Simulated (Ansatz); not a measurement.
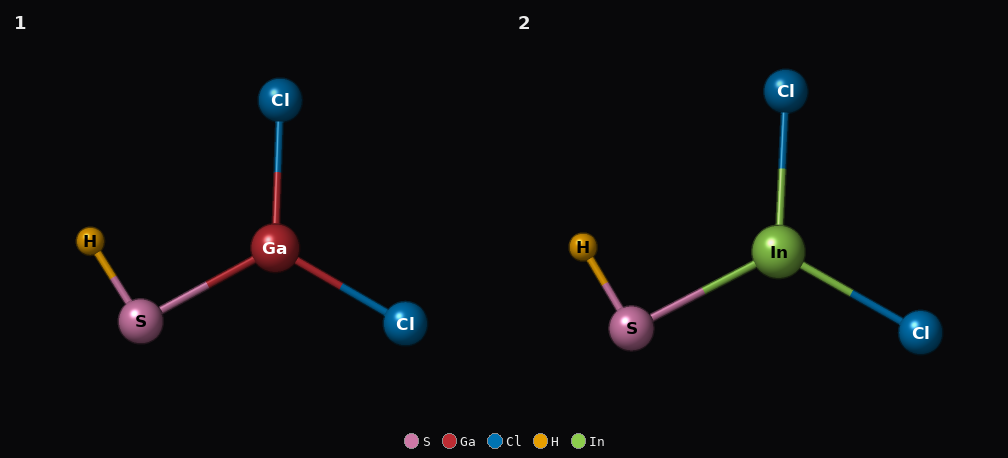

2 molecules with one skeleton, seen from the same side and at one scale. Charge 0, singlet. Computed geometries: PBE0-D4/def2-TZVP optimisations, one conformation each. Properties computed with Ansatz 0.2.0. Elements past Kr carry core potentials.

One atom differs, called X below: Ga in panel 1, In in panel 2. Their formulas are Cl2GaHS (`[SH][Ga]([Cl])[Cl]`), Cl2HInS (`[SH][In]([Cl])[Cl]`).

### In which is the harmonic zero-point energy higher (PBE0-D4/def2-TZVP)?

In panel 1 (X = Ga).

### In which is the length of X–S larger (PBE0-D4/def2-TZVP)?

In panel 2 (X = In).

Give the values. With PBE0-D4/def2-TZVP: mean length of X–Cl (Å), length of X–S (Å), mean angle S–X–Cl (°), dipole moment (D), harmonic zero-point energy (kJ/mol). With PBE0-D4/def2-QZVPP: HOMO energy (Kohn–Sham orbital) (eV), HOMO–LUMO gap (eV).

```csv
quantity,1 (Ga),2 (In),2 − 1
mean length of X–Cl (Å),2.124,2.306,+0.182
length of X–S (Å),2.175,2.353,+0.178
mean angle S–X–Cl (°),120.8,121.4,+0.6
HOMO energy (Kohn–Sham orbital) (eV),−8.38,−8.32,+0.06
HOMO–LUMO gap (eV),6.71,5.80,−0.91
dipole moment (D),1.43,1.71,+0.28
harmonic zero-point energy (kJ/mol),32.1,30.1,−2.0
```
